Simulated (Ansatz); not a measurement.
# BLYP/STO-3G run of BNH6 (B(NH3)H3)

Aim: the electronic atomisation energy of BNH6 (B(NH3)H3) at BLYP/STO-3G, from 4 runs. 

Program for the calculation: Ansatz 0.2.0.

57 further runs of the same task are left out: 57 set aside as unsound or not needed.

**1. The molecule**

BNH6 has 8 atoms, charge 0, and is taken as a singlet. As SMILES, `[H]B([H])([H])<-N`. The coordinates come from a GFN2-xTB relaxation.

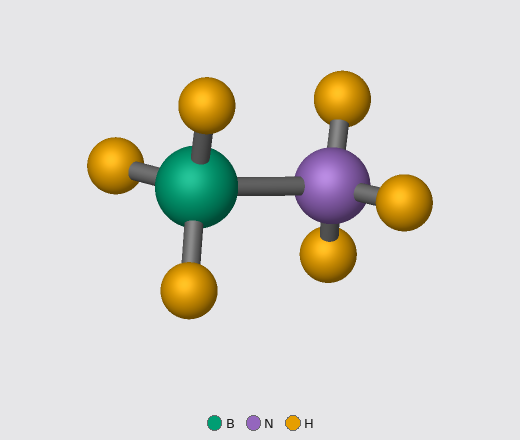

The structure, seen from a chosen angle (boron teal, nitrogen purple, hydrogen amber).

**2. A single-point energy at BLYP/STO-3G**

Contents of in.yaml:

```yaml
crystal:
  periodic: [false, false, false]
  atoms:
    - {symbol: B, position_ang: [-0.002200, 0.002970, -0.830690]}
    - {symbol: "N", position_ang: [0.002130, -0.003040, 0.827960]}
    - {symbol: H, position_ang: [-0.956060, 0.034440, 1.153510]}
    - {symbol: H, position_ang: [0.515830, 0.807160, 1.152720]}
    - {symbol: H, position_ang: [0.449590, -0.854150, 1.146140]}
    - {symbol: H, position_ang: [1.143350, -0.032090, -1.152840]}
    - {symbol: H, position_ang: [-0.545010, 1.015160, -1.144860]}
    - {symbol: H, position_ang: [-0.607620, -0.970450, -1.151930]}
basis:
  gaussian: {orbitals: STO-3G}
accuracy: high
magnetization: {spin_polarized: false, initial_magnetization: 0}
hamiltonian: {xc: {name: BLYP}}
```

On the command line:

```
$ ansatz run in.yaml --threads 1 --pin off --max-ram 2610MiB --events-out events.jsonl --progress --plain --runs-dir runs
```

The log of the run:

```text
Warning: RAYON_NUM_THREADS=1 ignored (pool sized by the plan → 1); use --threads N
Functional definition: BLYP
  name "BLYP"
  parameter beta = 0.0042
  parameter a = 0.04918
  parameter b = 0.132
  parameter c = 0.2533
  parameter d = 0.349
  exchange = b88_x(beta = beta)
  correlation = lyp_c(a = a, b = b, c = c, d = d)
276 factors; integrals over basis functions are off by at most 1.2e-8 eV
mean field evaluation 1: about -2233.5239 eV, gradient 1.0e1 eV
mean field evaluation 2: about -2233.8350 eV, gradient 7.4e0 eV
mean field evaluation 4: about -2233.9904 eV, gradient 9.6e-2 eV
mean field evaluation 8: about -2233.9216 eV, gradient 1.5e-2 eV
mean field evaluation 16: about -2233.9216 eV, gradient 3.1e-8 eV
mean field -2233.92155603 eV, -82.0951029778 hartree, gradient 3.1e-8 eV, S^2 0.000000; 0 other end points of the search recorded, 0 dependent functions left out
reference -2233.92159452 eV, -82.0951043920 hartree; 9, 9 occupied and 7, 7 virtual orbitals, 276 factors
Total energy: -2233.92159452 eV, -82.0951043920 hartree
```

Wall time 1.1 s (1 thread of Arm Neoverse V1, shared host); peak memory 0.095 GiB.

**3. The B atom, same level**

Contents of run.yaml:

```yaml
basis:
  gaussian:
    orbitals: STO-3G
crystal:
  periodic: [false, false, false]
  atoms:
    - {symbol: B, position_ang: [0.000000, 0.000000, 0.000000]}
magnetization:
  spin_polarized: true
  initial_magnetization: 1
hamiltonian:
  xc: {name: BLYP}
accuracy: high
```

Run the same way, it converges to -24.26591 Eh (log not shown).

**4. The H atom at the same level**

Contents of job.yaml:

```yaml
crystal:
  periodic: [false, false, false]
  atoms:
    - symbol: H
      position_ang: [0.000000, 0.000000, 0.000000]
basis:
  gaussian:
    orbitals: STO-3G
magnetization:
  spin_polarized: true
  initial_magnetization: 1
hamiltonian:
  xc: {name: BLYP}
accuracy: high
```

Run the same way, it converges to -0.46274 Eh (log not shown).

**5. The N atom**

Contents of molecule.yaml:

```yaml
crystal:
  periodic: [false, false, false]
  atoms:
    - {symbol: "N", position_ang: [0.000000, 0.000000, 0.000000]}
basis:
  gaussian: {orbitals: STO-3G}
accuracy: high
magnetization: {spin_polarized: true, initial_magnetization: 3}
hamiltonian: {xc: {name: BLYP}}
```

Run the same way, it converges to -53.86051 Eh (log not shown).

**6. Summary of results**

Level: BLYP/STO-3G.

| quantity | value |
| --- | --- |
| molecule: total energy | -82.09510 Eh |
| B atom: total energy | -24.26591 Eh |
| B atom: ⟨S²⟩ | 0.750 |
| H atom: total energy | -0.46274 Eh |
| H atom: ⟨S²⟩ | 0.750 |
| N atom: total energy | -53.86051 Eh |
| N atom: ⟨S²⟩ | 3.750 |
| electronic atomisation energy | 32.442 eV |

Taking the molecule apart into free atoms costs 32.44 eV (748 kcal/mol), before zero-point energy and without spin-orbit coupling. In a minimal basis such a difference can be off by several eV, whatever the method.
